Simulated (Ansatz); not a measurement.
# NaCdCl3 (model cell, started as cubic perovskite with Cd in the octahedra): following an unstable mode, part 2 of 2

Aim: this structure of NaCdCl3 (model cell, started as cubic perovskite with Cd in the octahedra) is to be tested for unstable modes, and one is followed downhill.

Ansatz 0.2.0; DFT r2SCAN, scalar-relativistic, plane waves, PAW; PAW set soft_1.

So far, highest frequency on the path or at a solved wavevector (cm⁻¹): step 2 (the dispersion) 318. Also lowest frequency on the path (cm⁻¹): step 2 -92.8.

The structure was built from a prototype and need not be the compound's stable phase.

**5. Energy along the mode, all amplitudes (two of the runs are shown above)**

An imaginary frequency means negative curvature, so the energy should fall and then rise again as anharmonic terms take over.

This step gave:

| Quantity | Value |
| --- | --- |
| depth at the lowest point sampled | 49.9 meV/atom |
| largest atomic shift at that point | 0.6 Å |

Energy from the parent against largest atomic shift:

```csv
largest atomic shift (Å),energy from the parent (meV/atom)
0.000,0
0.040,-0.329
0.080,-1.31
0.140,-3.95
0.220,-9.47
0.320,-18.9
0.450,-33.6
0.600,-49.9
```

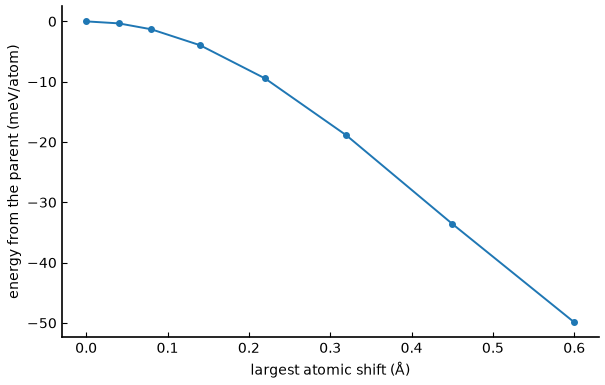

Energy from the parent, plotted against largest atomic shift.

Displacement at unit largest shift by atom:

```csv
atom,x (Å),y (Å),z (Å),size
Na1,0.00,0.00,0.00,0.00
Na2,0.00,0.00,0.00,0.00
Cd3,0.00,0.00,0.00,0.00
Cd4,0.00,0.00,0.00,0.00
Cl5,-1.00,0.00,0.00,1.00
Cl6,1.00,0.00,0.00,1.00
Cl7,0.00,0.00,0.00,0.00
Cl8,0.00,0.00,0.00,0.00
Cl9,0.00,0.00,1.00,1.00
Cl10,0.00,0.00,-1.00,1.00
```

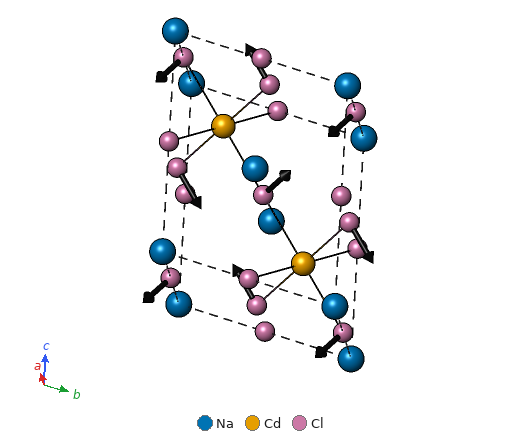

Displacement at unit largest shift as arrows, the longest 1 Å. Some periodic images of atoms are drawn too.

The lowest of the steps tried is the last one, at 0.6 Å, 49.9 meV/atom below the parent; the bottom of the well need not coincide with a step.

**6. Relaxing from the distorted cell**

Starting from the lowest point found, all atoms and the cell are let go, so that strain and other modes of the same symmetry can join in.

File input.yaml:

```yaml
crystal:
  lattice:
    - [5.169590516, 5.169590516, 0.0]
    - [5.169590516, 0.0, 5.169590516]
    - [5.169590516, 0.0, -5.169590516]
  atoms:
    - { symbol: Na, position: [0.0, 0.0, 0.0] }
    - { symbol: Na, position: [0.0, 0.5, 0.5] }
    - { symbol: Cd, position: [0.5, 0.25, 0.75] }
    - { symbol: Cd, position: [0.5, 0.75, 0.25] }
    - { symbol: Cl, position: [0.5, -0.0580316756, -0.0580316756] }
    - { symbol: Cl, position: [0.5, 0.5580316756, 0.5580316756] }
    - { symbol: Cl, position: [0.0, 0.5, 0.0] }
    - { symbol: Cl, position: [0.0, 0.0, 0.5] }
    - { symbol: Cl, position: [0.5, 0.0580316756, 0.4419683244] }
    - { symbol: Cl, position: [0.5, 0.4419683244, 0.0580316756] }
kpoints:
  mp_grid: { grid: [4, 4, 4] }
hamiltonian:
  xc: r2scan
  pseudopotentials: { kind: paw, azcp: { folder: soft_1 } }
scf:
  occupations: { method: fixed }
output:
  forces: true
  stress: true
  eigenvalues: true
relax:
  adjacent_minimum: "off"
  f_tol: 0.002
  max_steps: 120
  cell: { stress_tol: 0.03 }
```

Started as:

```console
$ ansatz run input.yaml --threads 4 --pin off --max-ram 16384MiB --backend cpu --events-out ev --progress --plain --runs-dir out
```

Numbers of over 12 decimals in the logs are rounded to 6 here.

The log of the run:

```text
[...]
Crystal: 10 atoms, lattice volume = 276.311 Å³
Basis set: ecut = 500 eV, 6975 PW (Γ), exchange–correlation on 216×216×216 points (64 copies of the dense FFT grid, shifted against one another)
Bands: 60, of which v1, the nominal top of the filled ones, is band 50 counted from 1 (49 counted from 0)
Symmetry: 16 space group operations
[...]
k-points: 13 of 64
[...]
SCF iter   1: F=—  HF=-26034.401345 eV  |F-HF|=—  |Δ(HF+E_count)|=         —  Δρ=6.75e-2  dr2=1.11e1  dr2_τ=3.06e-2  ethr=3.10e-3  ⟨swp⟩=5.0  Hψ=2632  notcnv=0  defer=96
[...]
SCF iter   8: F=-26030.285697 eV  HF=-26030.285697 eV  |F-HF|=1.28e-8  |Δ(HF+E_count)|=   6.84e-7  Δρ=4.54e-6  dr2=6.04e-8  dr2_τ=6.00e-9  ethr=1.00e-10  ⟨swp⟩=18.2  Hψ=5156  notcnv=0
SCF 1 converged in 8 iterations: F = -26030.285697 eV  dr2 = 6.04e-8
[...]
relax step   1: F+E_penalty+E_count = -26030.28569674 eV  Δ(F+E_penalty+E_count) = +0.000e0 eV  max|allowed force component| = 2.375e-1 eV/Å  Δτ_max = 0.0000 Å  P = -1.483 GPa  Ω = 276.311 Å³  (8 SCF iters, dr2 threshold 1.00e-7 eV, accepted)
Crystal: 10 atoms, lattice volume = 265.086 Å³
Basis set: ecut = 500 eV, 6735 PW (Γ), exchange–correlation on 216×216×216 points (64 copies of the dense FFT grid, shifted against one another)
[...]
iter 1 solved again at ethr=3.67e-5 eV; its pass at ethr=3.10e-3 eV (dr2=3.67e-2 eV) is discarded
[...]
SCF iter   7: F=-26030.484414 eV  HF=-26030.484414 eV  |F-HF|=1.11e-8  |Δ(HF+E_count)|=   1.69e-6  Δρ=7.18e-6  dr2=1.39e-7  dr2_τ=2.05e-8  ethr=1.00e-9  ⟨swp⟩=15.8  Hψ=4513  notcnv=0
SCF 2 converged in 7 iterations: F = -26030.484414 eV  dr2 = 1.39e-7
relax step   2: F+E_penalty+E_count = -26030.48441357 eV  Δ(F+E_penalty+E_count) = -1.987e-1 eV  max|allowed force component| = 1.807e-1 eV/Å  Δτ_max = 0.1299 Å  P = -0.729 GPa  Ω = 265.086 Å³  energy of the carried Pulay correction = +1.772e-3 eV  (7 SCF iters, dr2 threshold 1.00e-6 eV, accepted)
Crystal: 10 atoms, lattice volume = 254.220 Å³
Basis set: ecut = 500 eV, 6439 PW (Γ), exchange–correlation on 216×216×216 points (64 copies of the dense FFT grid, shifted against one another)
[...]
SCF iter   7: F=-26030.515688 eV  HF=-26030.515688 eV  |F-HF|=5.23e-8  |Δ(HF+E_count)|=   2.18e-6  Δρ=1.18e-5  dr2=3.71e-7  dr2_τ=4.34e-8  ethr=1.00e-9  ⟨swp⟩=15.7  Hψ=4555  notcnv=0
SCF 3 converged in 7 iterations: F = -26030.515688 eV  dr2 = 3.71e-7
[...]
relax step   3: F+E_penalty+E_count = -26030.51568810 eV  Δ(F+E_penalty+E_count) = -3.127e-2 eV  max|allowed force component| = 2.716e-1 eV/Å  Δτ_max = 0.1953 Å  P = -0.000 GPa  Ω = 254.220 Å³  energy of the carried Pulay correction = +3.560e-3 eV  (7 SCF iters, dr2 threshold 1.00e-6 eV, accepted)
[...]
relax step   4: F+E_penalty+E_count = -26030.55087218 eV  Δ(F+E_penalty+E_count) = -3.518e-2 eV  max|allowed force component| = 6.508e-2 eV/Å  Δτ_max = 0.1080 Å  P = -0.050 GPa  Ω = 257.355 Å³  energy of the carried Pulay correction = +3.036e-3 eV  (6 SCF iters, dr2 threshold 1.00e-6 eV, accepted)
[...]
relax step   5: F+E_penalty+E_count = -26030.55496069 eV  Δ(F+E_penalty+E_count) = -4.089e-3 eV  max|allowed force component| = 2.782e-3 eV/Å  Δτ_max = 0.0287 Å  P = -0.002 GPa  Ω = 256.173 Å³  energy of the carried Pulay correction = +3.233e-3 eV  (6 SCF iters, dr2 threshold 2.65e-7 eV, accepted)
[...]
relax step   6: F+E_penalty+E_count = -26030.55497017 eV  Δ(F+E_penalty+E_count) = -9.477e-6 eV  max|allowed force component| = 1.318e-4 eV/Å  Δτ_max = 0.0011 Å  P = +0.001 GPa  Ω = 256.195 Å³  energy of the carried Pulay correction = +3.229e-3 eV  (6 SCF iters, dr2 threshold 4.84e-10 eV, accepted)
[...]
SCF iter   6: F=-26030.552067 eV  HF=-26030.552067 eV  |F-HF|=3.64e-12  |Δ(HF+E_count)|=  2.18e-11  Δρ=8.74e-8  dr2=1.18e-11  dr2_τ=1.36e-12  ethr=1.00e-12  ⟨swp⟩=17.5  Hψ=4922  notcnv=0
SCF 7 converged in 6 iterations: F = -26030.552067 eV  dr2 = 1.18e-11
relax step   7: F+E_penalty+E_count = -26030.55206747 eV  Δ(F+E_penalty+E_count) = +2.903e-3 eV  max|allowed force component| = 6.578e-5 eV/Å  Δτ_max = 0.0000 Å  P = -0.004 GPa  Ω = 256.195 Å³  stress off target by 7.92e-3 GPa  SCF on the basis re-selected at this cell (its energy is not comparable with the rows above)  (6 SCF iters)
basis re-selected at this cell: Δ(F+E_penalty+E_count) = +2.903e-3 eV, ΔP = -0.005 GPa vs the last step (what re-selecting the basis moved, of the pressure what is left beyond the Pulay correction that the steps carried, after the strain that the cell walked since its last selection, with what the two solves' SCF thresholds leave and, on support functions, any second-order correction that the steps lacked; it is no m [...]
SCF converged after 6 iterations
Free energy (F): -26030.552067 eV
[...]
Internal energy: -26030.552067 eV  (E = F + TS)
E sigma→0 (E₀):  -26030.552067 eV
Fermi energy:    2.416132 eV
[...]
--- Forces (eV/Å), atoms counted from 1 ---
  atom   1  Na     0.00000000     0.00000000     0.00000000
  atom   2  Na     0.00000000     0.00000000     0.00000000
  atom   3  Cd     0.00000000     0.00000000    -0.00000000
  atom   4  Cd     0.00000000     0.00000000     0.00000000
  atom   5  Cl    -0.00006578    -0.00000000     0.00000000
  atom   6  Cl     0.00006578    -0.00000000     0.00000000
  atom   7  Cl    -0.00000000     0.00000000     0.00000000
  atom   8  Cl    -0.00000000     0.00000000     0.00000000
  atom   9  Cl     0.00000000    -0.00000000     0.00006578
  atom  10  Cl     0.00000000    -0.00000000    -0.00006578
  max |Σ_I F_I| component: 3.47e-18 eV/Å
--- Stress (GPa, compression-positive) ---
       -0.001974       0.000000       0.000000
        0.000000      -0.007923       0.000000
        0.000000       0.000000      -0.001974
  P = ⅓ Tr σ = -0.0040 GPa (-0.040 kbar)
--- Band table (eV; the first three rows and the last of 13) ---
  k-point 0: bands = [... 46 lower, 2.0045, 2.0045, 2.2372, 2.4161, 5.5355, 7.7105, 9.0531, 9.9123, ... 6 higher]
  k-point 1: bands = [... 46 lower, 1.9334, 1.9561, 2.1162, 2.1455, 6.1753, 8.1133, 8.9827, 9.2045, ... 6 higher]
  k-point 2: bands = [... 46 lower, 1.7891, 1.7891, 1.9517, 1.9517, 7.4941, 7.4941, 9.0865, 9.0865, ... 6 higher]
  k-point 12: bands = [... 46 lower, 1.7057, 2.0101, 2.0101, 2.2431, 7.9534, 8.7584, 9.2822, 9.4638, ... 6 higher]
--- Relaxed structure (6 steps of the walk, 6 accepted, 1 SCFs on fresh bases) ---
  F+E_penalty+E_count = -26030.55206747 eV   max|allowed force component| = 6.578e-5 eV/Å   (the final SCF, on the basis selected at the relaxed cell)
  cell:  # Å, volume = 256.1950 Å³
    - [4.990506, 5.143415, 0.0]
    - [4.990506, 0, 4.990506]
    - [4.990506, 0, -4.990506]
  atoms:
    - { symbol: Na, position: [0, 1.342252134367552e-19, 1.342252134367552e-19] }
    - { symbol: Na, position: [0, 0.5, 0.5] }
    - { symbol: Cd, position: [0.5, 0.250000, 0.75] }
    - { symbol: Cd, position: [0.5, 0.75, 0.250000] }
    - { symbol: Cl, position: [0.5, -0.081709, -0.081709] }
    - { symbol: Cl, position: [0.5, 0.581709, 0.581709] }
    - { symbol: Cl, position: [0, 0.5, 0.0] }
    - { symbol: Cl, position: [0, 0.0, 0.5] }
    - { symbol: Cl, position: [0.5, 0.081709, 0.418291] }
    - { symbol: Cl, position: [0.5, 0.418291, 0.081709] }
```

It took 49 s on 4 threads of Arm Neoverse V2, shared host; peak memory 1.4 GiB; 3.1 min of CPU time.

The steps of the relaxation:

```csv
step,energy less that of the first step (eV),largest force component (eV/Å),pressure (GPa),volume (Å³)
1,0.0000,0.2375,-1.48,276.31
2,-0.1987,0.1807,-0.73,265.09
3,-0.2300,0.2716,0.00,254.22
4,-0.2652,0.0651,-0.05,257.35
5,-0.2693,0.0028,0.00,256.17
6,-0.2693,0.0001,0.00,256.20
7*,-0.2664,0.0001,0.00,256.20
```

Relaxation steps marked * repeat the geometry before them on a plane-wave basis chosen anew for their cell, so energy and pressure can jump there.

Forces are held to the 16 operations that the run works with; a distortion that breaks them can't arise in this run.

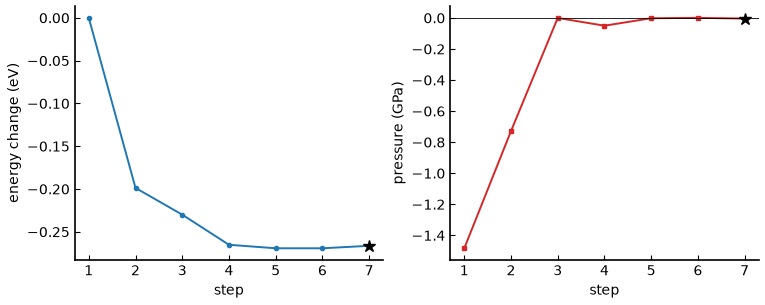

Energy and pressure along the relaxation. Stars mark steps on a basis chosen anew.

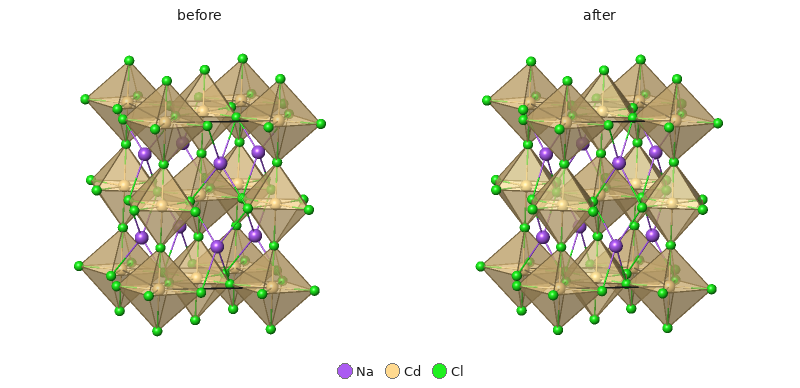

The structure before and after the relaxation, drawn at the same scale.

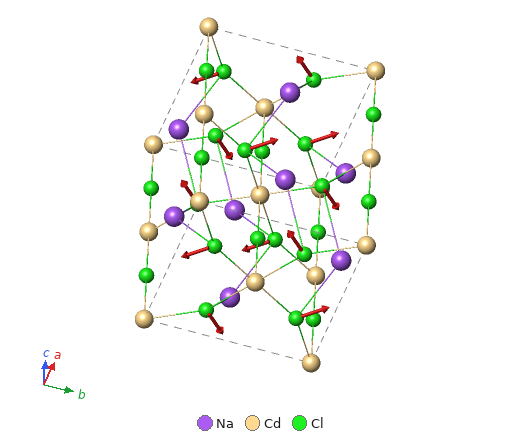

Displacements in the relaxation, exaggerated, measured against the changing cell; the longest in the cell stands for 0.24 Å. Some periodic images of atoms are drawn too.

```csv
"conventional cell, symmetrised",before,after,change
a (Å),7.311,7.058,-3.5 %
b (Å),7.311,7.058,-3.5 %
c (Å),10.339,10.287,-0.5 %
volume (Å³/atom),27.63,25.62,-7.3 %
```

The atoms that moved most (Å, as changes of fractional coordinates times the final cell):

```csv
atom,dx,dy,dz,length
Cl6,0.236,0.000,0.000,0.236
Cl5,-0.236,0.000,0.000,0.236
Cl9,0.000,0.000,0.236,0.236
Cl10,0.000,0.000,-0.236,0.236
```

This step gave:

```yaml
pressure: -0.003957 GPa
gap_on_the_k_mesh: 3.119 eV
volume_per_atom: 25.62 Å³
```

The distorted start has space group I4/mcm; the relaxation ends in I4/mcm.

**7. The new phase in its own primitive cell**

The relaxed structure is symmetrised, reduced to its primitive cell and relaxed tightly, as its phonons need.

input.yaml, the sections that differ from step 6:

```yaml
crystal:
  lattice:
    - [-3.5288203666, 3.5288203666, 5.1434149086]
    - [3.5288203666, -3.5288203666, 5.1434149086]
    - [3.5288203666, 3.5288203666, -5.1434149086]
  atoms:
    - { symbol: Na, position: [0.75, 0.25, 0.5] }
    - { symbol: Na, position: [0.25, 0.75, 0.5] }
    - { symbol: Cd, position: [0.0, 0.0, 0.0] }
    - { symbol: Cd, position: [0.5, 0.5, 0.0] }
    - { symbol: Cl, position: [0.8317085714, 0.3317085714, 0.1634171428] }
    - { symbol: Cl, position: [0.1682914286, 0.6682914286, 0.8365828572] }
    - { symbol: Cl, position: [0.75, 0.75, 0.0] }
    - { symbol: Cl, position: [0.25, 0.25, 0.0] }
    - { symbol: Cl, position: [0.3317085714, 0.1682914286, 0.5] }
    - { symbol: Cl, position: [0.6682914286, 0.8317085714, 0.5] }
relax:
  adjacent_minimum: "off"
  f_tol: 0.001
  max_steps: 60
  cell: { stress_tol: 0.01 }
# kpoints, hamiltonian, scf, output: as in step 6
```

The log of the run:

```text
[...]
Crystal: 10 atoms, lattice volume = 256.195 Å³
Basis set: ecut = 500 eV, 6479 PW (Γ), exchange–correlation on 216×216×216 points (64 copies of the dense FFT grid, shifted against one another)
Bands: 60, of which v1, the nominal top of the filled ones, is band 50 counted from 1 (49 counted from 0)
Symmetry: 16 space group operations
[...]
k-points: 13 of 64
[...]
- { symbol: Na, position: [0.250000, 0.75, 0.500000] }
    - { symbol: Cd, position: [0.0, 0.0, 0.0] }
    - { symbol: Cd, position: [0.5, 0.5, 0.0] }
    - { symbol: Cl, position: [0.831709, 0.331709, 0.163417] }
    - { symbol: Cl, position: [0.168291, 0.6682914286, 0.8365828572] }
    - { symbol: Cl, position: [0.750000, 0.750000, 0.0] }
    - { symbol: Cl, position: [0.25, 0.25, 0.0] }
    - { symbol: Cl, position: [0.331709, 0.168291, 0.5] }
    - { symbol: Cl, position: [0.668291, 0.831709, 0.5] }
[key lines of the parts left out:]
SCF converged after 6 iterations
Free energy (F): -26030.552067 eV
Fermi energy:    2.416131 eV
P = ⅓ Tr σ = -0.0040 GPa (-0.040 kbar)
```

Wall time 15 s (4 threads); peak memory 1.4 GiB; 58 s of CPU time.

Little changed from the start: no atom moved by 0.005 Å and no cell edge by 0.1 %.

Numbers from this step:

| Property | Result |
| --- | --- |
| pressure | -0.003956 GPa |
| direct gap on mesh | 3.119 eV |

The largest force component left is 0.046 meV/Å and the pressure is -0.004 GPa, within the tolerances set. The cell now holds 25.62 Å³/atom.

**8. Summary of results**

```
unstable mode of the parent                                                      : q = (-0.5, -0.5, -0.5), 89i cm⁻¹
depth at the lowest point sampled                                                : 49.9 meV/atom
largest atomic shift at that point                                               : 0.6 Å
space group reached (within 0.01 Å)                                              : I4/mcm
energy gained over the parent (first relaxation, on the mesh of the frozen mode) : 76.5 meV/atom
volume per atom, phase reached                                                   : 25.6 Å³
gap on the k-mesh, phase reached                                                 : 3.12 eV
```

What this shows: Along this mode the structure falls into I4/mcm, 76.5 meV/atom below the parent. At the parent's cell the well is 49.9 meV/atom deep on the steps tried, with its lowest point at a shift of 0.6 Å. That is the last step tried, so the steps alone don't bracket the bottom of the well. Relaxing atoms and cell changes the gain by +26.64 meV/atom against the lowest step (energies at zero smearing). The modes of the phase reached were not computed on this path. Of the 6 patterns followed to their end from this parent, this one ends 49.4 meV/atom above the lowest, Imma. Each path keeps the symmetry of its pattern, so a lower phase may lie along a pattern not tried. The starting cell was built on a prototype and not taken from a measurement, so the phase need not exist.

[Logs are printed without paths, hosts, clocks, repeated set-up lines and the standing remarks that a program may print on its own settings, such as how far it seeks lower states.]

[Hosts, paths, dates, database ids (printed as entryN), source tags and the programs' standing remarks are cut or masked in the printed files.]
